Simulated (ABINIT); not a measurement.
**GaAs (F-43m): G0W0 with ABINIT, start to end**

How does a plane-wave GW calculation on GaAs (F-43m) run from the first input to the gap?

Method: PBE and many-body steps on it, plane waves, in ABINIT 10.8.3.

**What was measured.**

- Gap 1.51 eV: band-edge emission energy from PL (direct gap at Gamma); photoluminescence, 633 nm excitation; 77 K; bulk crystal (MBE GaAs matrix around a thin InAs wetting layer on semi-insulating GaAs (100)) (“Photoluminescence of InAs/GaAs quantum dots under direct two-photon excitation”, 2020, pmc:7331710).

- Gap 1.42 eV: band-edge photoluminescence emission energy of the GaAs substrate; time-integrated photoluminescence; 300 K; bulk crystal ((001) GaAs substrate beneath GaBiAs epilayers) (“Investigation of the anisotropic electron g factor as a probe of the electronic structure of GaBixAs1-x/GaAs epilayers”, 2014, arxiv:1409.8467).

- Gap 1.412 ± 0.01 eV: direct gap E0 at Gamma from ellipsometry; variable-angle spectroscopic ellipsometry, parametric critical-point fit; 300 K; bulk crystal (semi-insulating GaAs(001) reference substrate with native oxide) (“Evidence of valence band perturbations in GaAsN/GaAs(001): A combined variable-angle spectroscopic ellipsometry and modulated photoreflectance investigation”, 2008, arxiv:0805.2212).

- Gap 1.418 ± 0.005 eV: direct gap E0 at Gamma from PR; modulated photoreflectance, low-field lineshape fit; 300 K; bulk crystal (semi-insulating GaAs(001) reference substrate) (“Evidence of valence band perturbations in GaAsN/GaAs(001): A combined variable-angle spectroscopic ellipsometry and modulated photoreflectance investigation”, 2008, arxiv:0805.2212).

### 1. The structure

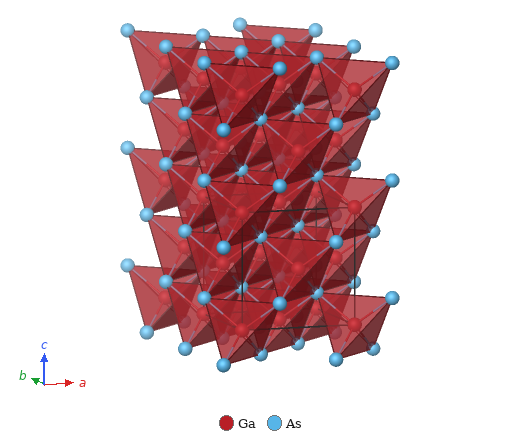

Start, viewed slightly off an axis; gallium red, arsenic blue. 1×2×2 cells are drawn. This picture shows the conventional cell, with its axes. Some periodic images of atoms are drawn too.

Coordinates:

```cif
data_structure
_symmetry_space_group_name_H-M 'P 1'
_symmetry_Int_Tables_number 1
_cell_length_a 3.9978
_cell_length_b 3.9978
_cell_length_c 3.9978
_cell_angle_alpha 60.000
_cell_angle_beta 60.000
_cell_angle_gamma 60.000
_cell_volume 45.18
loop_
_atom_site_label
_atom_site_type_symbol
_atom_site_fract_x
_atom_site_fract_y
_atom_site_fract_z
_atom_site_occupancy
Ga1 Ga 0.00000 0.00000 0.00000 1
As2 As 0.25000 0.25000 0.25000 1
```

The cell and positions come from the Crystallography Open Database and are kept as given unless a step says otherwise.

### 2. Ground state

This step: ABINIT 10.8.3; DFT, PBE, plane waves, norm-conserving pseudopotentials.

The ground-state density comes first.

run.abi reads:

```
acell 3*1.0 Angstrom
rprim 
  0.000000000000 2.826850000000 2.826850000000
  2.826850000000 0.000000000000 2.826850000000
  2.826850000000 2.826850000000 0.000000000000
ntypat 2
znucl 31 33
natom 2
typat 1 2
xred 
  0.000000000000 0.000000000000 0.000000000000
  0.250000000000 0.250000000000 0.250000000000
pp_dirpath "pseudos"
pseudos "Ga.upf, As.upf"
ecut 38
ngkpt 6 6 6
nshiftk 1
shiftk 0 0 0
kptopt 1
chksymbreak 0
nband 19
occopt 1
tolvrs 1e-10
nstep 60
prtwf 0
optforces 0
optstress 0
indata_prefix "in"
outdata_prefix "out"
tmpdata_prefix "tmp"
```

Started as:

```console
OMP_NUM_THREADS=1 mpirun -n 4 abinit run.abi > log
```

Numbers of over 12 decimals in the logs are rounded to 6 here.

Output:

```text
.Version 10.8.3 of ABINIT. v10.8.2 released Aug 2026.

 Symmetries : space group F-4 3 m (#216); Bravais cF (face-center cubic)
================================================================================
 Values of the parameters that define the memory need of the present run
     intxc =       0    ionmov =       0      iscf =       7    lmnmax =       6
     lnmax =       6     mgfft =      45  mpssoang =       3    mqgrid =    3001
     natom =       2  nloc_mem =       1    nspden =       1   nspinor =       1
    nsppol =       1      nsym =      24    n1xccc =    2501    ntypat =       2
    occopt =       1   xclevel =       2
-    mband =          19        mffmem =           1         mkmem =           4
       mpw =        3428          nfft =       91125          nkpt =          16
================================================================================
  Rough estimation (10% accuracy) of disk space for files :
================================================================================

--------------------------------------------------------------------------------
------------- Echo of variables that govern the present computation ------------
--------------------------------------------------------------------------------
 -outvars: echo values of preprocessed input variables --------
            acell      1.8897261259E+00  1.8897261259E+00  1.8897261259E+00 Bohr

      chksymbreak           0
             ecut      3.80000000E+01 Hartree
-          fftalg         312

              ixc     -101130
              kpt      0.00000000E+00  0.00000000E+00  0.00000000E+00
                       1.66666667E-01  0.00000000E+00  0.00000000E+00
                       3.33333333E-01  0.00000000E+00  0.00000000E+00
                       5.00000000E-01  0.00000000E+00  0.00000000E+00
                       1.66666667E-01  1.66666667E-01  0.00000000E+00
                       3.33333333E-01  1.66666667E-01  0.00000000E+00
                       5.00000000E-01  1.66666667E-01  0.00000000E+00
                      -3.33333333E-01  1.66666667E-01  0.00000000E+00
                      -1.66666667E-01  1.66666667E-01  0.00000000E+00
   [... 5 further rows ...]
                      -3.33333333E-01  3.33333333E-01  1.66666667E-01
                      -3.33333333E-01  5.00000000E-01  1.66666667E-01
         kptrlatt        6    0    0      0    6    0      0    0    6
          kptrlen      4.53281381E+01
P           mkmem           4
            natom           2
            nband          19
            ngfft          45      45      45
             nkpt          16
            nstep          60
             nsym          24
           ntypat           2
              occ      2.000000  2.000000  2.000000  2.000000  2.000000  2.000000
                       2.000000  2.000000  2.000000  2.000000  2.000000  2.000000
                       2.000000  2.000000  0.000000  0.000000  0.000000  0.000000
                       0.000000
        optforces           0
        optstress           0
            prtwf           0
            rprim      0.0000000000E+00  2.8268500000E+00  2.8268500000E+00
[...]
spgroup         216

           tolvrs      1.00000000E-10

             xred      0.0000000000E+00  0.0000000000E+00  0.0000000000E+00
[...]
znucl       31.00000   33.00000

================================================================================

 chkinp: Checking input parameters for consistency.

================================================================================
== DATASET  1 ==================================================================
-   mpi_nproc: 4, omp_nthreads: 1 (-1 if OMP is not activated)

--- !DatasetInfo
iteration_state: {dtset: 1, }
dimensions: {natom: 2, nkpt: 16, mband: 19, nsppol: 1, nspinor: 1, nspden: 1, mpw: 3428, }
cutoff_energies: {ecut:  38.0, pawecutdg:  -1.0, }
electrons: {nelect:   2.80000000E+01, charge:   0.00000000E+00, occopt:   1.00000000E+00, tsmear:   1.00000000E-02, }

 Real(R)+Recip(G) space primitive vectors, cartesian coordinates (Bohr,Bohr^-1):
 R(1)=  0.0000000  5.3419723  5.3419723  G(1)= -0.0935984  0.0935984  0.0935984
 R(2)=  5.3419723  0.0000000  5.3419723  G(2)=  0.0935984 -0.0935984  0.0935984
 R(3)=  5.3419723  5.3419723  0.0000000  G(3)=  0.0935984  0.0935984 -0.0935984
 Unit cell volume ucvol=  3.0488418E+02 bohr^3
 Angles (23,13,12)=  6.00000000E+01  6.00000000E+01  6.00000000E+01 degrees

 getcut: wavevector=  0.0000  0.0000  0.0000  ngfft=  45  45  45
         ecut(hartree)=     38.000   => boxcut(ratio)=   2.09884

--- Pseudopotential description ------------------------------------------------
- Ga Generated using ONCVPSP code by D. R. Hamann
- 31.00000  13.00000  171031                  znucl, zion, pspdat
12 -101130 2 -1 1902                          pspcod,pspxc,lmax,lloc,mmax
     nproj     2     2     2
  pspatm : epsatm=   24.69408211
         --- l  ekb(1:nproj) -->
[...]
pspatm: atomic psp has been read  and splines computed

- As Generated using ONCVPSP code by D. R. Hamann
- 33.00000  15.00000  171031                  znucl, zion, pspdat
12 -101130 2 -1 1358                          pspcod,pspxc,lmax,lloc,mmax
     nproj     2     2     2
  pspatm : epsatm=   28.90894544
         --- l  ekb(1:nproj) -->
[...]
pspatm: atomic psp has been read  and splines computed

   1.50088477E+03                                ecore*ucvol(ha*bohr**3)
--------------------------------------------------------------------------------

_setup2: Arith. and geom. avg. npw (full set) are    3410.949    3410.926

================================================================================

--- !BeginCycle
iteration_state: {dtset: 1, }
solver: {iscf: 7, nstep: 60, nline: 4, wfoptalg: 0, }
tolerances: {tolvrs: 1.00E-10, }

     iter   Etot(hartree)      deltaE(h)  residm     vres2
 ETOT  1  -180.16557012985    -1.802E+02 6.881E-01 1.525E+03
 ETOT  2  -182.28373766583    -2.118E+00 8.559E-02 2.098E+03
 ETOT  3  -182.51580309609    -2.321E-01 9.436E-02 3.560E+02
 ETOT  4  -182.54197086479    -2.617E-02 1.044E-01 1.621E+02
 ETOT  5  -182.56220356016    -2.023E-02 8.819E-03 7.921E+00
 ETOT  6  -182.56324133584    -1.038E-03 3.276E-03 2.343E-01
 ETOT  7  -182.56327285371    -3.152E-05 6.357E-04 2.770E-04
 ETOT  8  -182.56327287042    -1.671E-08 5.243E-04 4.799E-04
 ETOT  9  -182.56327293285    -6.243E-08 9.200E-05 2.062E-05
 ETOT 10  -182.56327293606    -3.214E-09 7.819E-05 2.963E-08
 ETOT 11  -182.56327293607    -7.361E-12 1.353E-05 1.876E-09
 ETOT 12  -182.56327293608    -6.793E-12 1.166E-05 4.814E-11

 At SCF step   12       vres2   =  4.81E-11 < tolvrs=  1.00E-10 =>converged.

--- !ResultsGS
iteration_state: {dtset: 1, }
comment   : Summary of ground state results
lattice_vectors:
- [  0.0000000,   5.3419723,   5.3419723, ]
- [  5.3419723,   0.0000000,   5.3419723, ]
- [  5.3419723,   5.3419723,   0.0000000, ]
lattice_lengths: [   7.55469,    7.55469,    7.55469, ]
lattice_angles: [ 60.000,  60.000,  60.000, ] # degrees, (23, 13, 12)
lattice_volume:   3.0488418E+02
convergence: {deltae: -6.793E-12, res2:  4.814E-11, residm:  1.166E-05, diffor:  0.000E+00, }
etotal    :  -1.82563273E+02
entropy   :   0.00000000E+00
fermie    :   1.47875682E-01
cartesian_stress_tensor: null
pressure_GPa: null
xred      :
- [  0.0000E+00,   0.0000E+00,   0.0000E+00, Ga]
- [  2.5000E-01,   2.5000E-01,   2.5000E-01, As]
cartesian_forces: null
force_length_stats: {min: null, max: null, mean: null, }

 Integrated electronic density in atomic spheres:
 ------------------------------------------------
 Atom  Sphere_radius  Integrated_density
    1        2.00000         10.81892666
    2        2.00000         12.37421415
================================================================================

 ----iterations are completed or convergence reached----

 Mean square residual over all n,k,spin=   41.787E-09; max=  11.656E-06
 reduced coordinates (array xred) for    2 atoms
       0.000000000000      0.000000000000      0.000000000000
       0.250000000000      0.250000000000      0.250000000000
 rms dE/dt=  0.0000E+00; max dE/dt=  0.0000E+00; dE/dt below (all hartree)
    1       0.000000000000      0.000000000000      0.000000000000
    2       0.000000000000      0.000000000000      0.000000000000

 cartesian coordinates (angstrom) at end:
    1      0.000000     0.000000     0.000000
    2      1.413425     1.413425     1.413425
 length scales=  1.889726125908  1.889726125908  1.889726125908 bohr
              =  1.000000000000  1.000000000000  1.000000000000 angstroms
 prteigrs : about to open file out_EIG
 Fermi (or HOMO) energy (hartree) =   0.14788   Average Vxc (hartree)=  -0.36647
 Eigenvalues (hartree) for nkpt=  16  k points:
 kpt#   1, nband= 19, wtk=  0.00463, kpt=  0.0000  0.0000  0.0000 (reduced coord)
  -1.14602   -1.14602   -1.14602   -1.14567   -1.14567   -0.39689   -0.39689   -0.39689
  -0.39406   -0.39406   -0.31984    0.14788    0.14788    0.14788    0.16675    0.28527
   0.28527    0.28527    0.42731
 prteigrs : prtvol=0 or 1, do not print more k-points.

--- !EnergyTerms
iteration_state     : {dtset: 1, }
comment             : Components of total free energy in Hartree
kinetic             :  1.38903117257001E+02
hartree             :  5.73663761054859E+01
xc                  : -4.47211788821557E+01
Ewald energy        : -9.91764168217229E+01
psp_core            :  4.92280304459007E+00
local_psp           : -1.49386498288870E+02
non_local_psp       : -9.04714753504059E+01
total_energy        : -1.82563272936078E+02
total_energy_eV     : -4.96779973419407E+03
band_energy         : -1.57866295522165E+01

== END DATASET(S) ==============================================================
================================================================================

 -outvars: echo values of variables after computation  --------
           etotal     -1.8256327294E+02
            nband          19
             nkpt          16
          spgroup         216
 [... the other variables as echoed above ...]

 Calculation completed.
```

It took 45 s on 4 MPI ranks of Intel Xeon at 2.80GHz (Skylake/Cascade Lake), shared host; peak memory 0.34 GiB; 2.2 min of CPU time.

This step gave:

| Quantity | Value |
| --- | --- |
| total energy | -4967.7997 eV |
| gap | 0.5135 eV |
| k of the valence top | 0, 0, 0 |
| k of the conduction bottom | 0, 0, 0 |
| least direct gap | 0.5135 eV |

The gap is direct, at Γ.

[end of part 1 of 3]

[Paths, hosts, dates, memory and timing lines, banners, echoed tables and standing remarks are left out of the program output.]

[Logs are printed without paths, hosts, clocks, repeated set-up lines and the standing remarks that a program may print on its own settings, such as how far it seeks lower states.]

[Runs of the session that timed out or met a known fault of the program may be left out.]

[Hosts, paths, dates, database ids (printed as entryN), source tags and the programs' standing remarks are cut or masked in the printed files.]

[G0W0 gaps are taken among the corrected bands and points alone; a level outside them can change the order at an edge.]

[Where Ansatz stands beside ABINIT at settings called matched, ABINIT's density can come from a denser mesh and the files from another edition; pairs whose starting gaps differed by over 0.03 eV were left out, so agreement reads better than it is.]
